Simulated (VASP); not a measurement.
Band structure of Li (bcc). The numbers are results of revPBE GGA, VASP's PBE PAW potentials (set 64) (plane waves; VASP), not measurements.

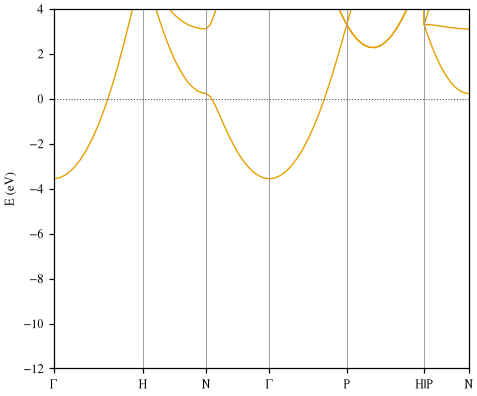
*Bands along high-symmetry lines, zero at the valence-band maximum or, without a gap, the Fermi level*

Q: Read the plot: is there a gap, and where are the band edges?

A: It has no gap at this level: it comes out as a metal or semimetal. (Edges off the drawn lines would not show.)

The compound is Li in the bcc structure. It was relaxed first.
